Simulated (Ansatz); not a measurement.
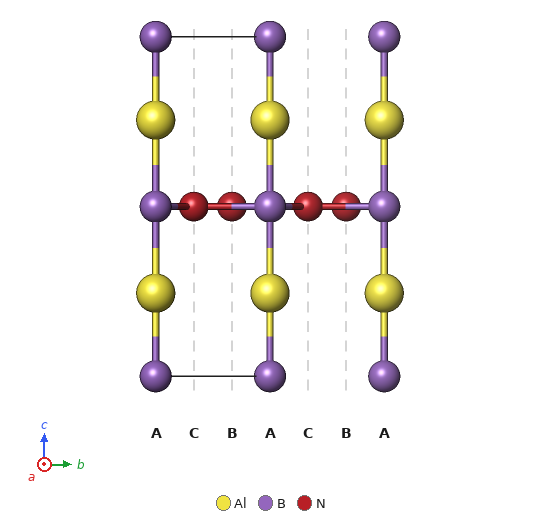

The picture looks along a close-packed row of the hexagonal mesh; c points upwards. The dashed lines mark the three columns A (0, 0), B (1/3, 2/3) and C (2/3, 1/3). The sequence starts with the first layer at or above the cell's origin.

The compound is AlBN, taken as the input geometry of an electronic-structure calculation (not necessarily at equilibrium); the starting structure was generated, so it need not be a known form of this composition.

Read off the stacking sequence over one period.

Answer. B(A) – Al(A) – B(A)+N(B)+N(C) – Al(A) (four layers in 8.49 Å).

Heights of the layers:

```
layer  atoms (column)  height (Å)  to next (Å)
    1            B(A)        0.00         2.08
    2           Al(A)        2.08         2.17
    3  B(A)+N(B)+N(C)        4.25         2.17
    4           Al(A)        6.41         2.08
```
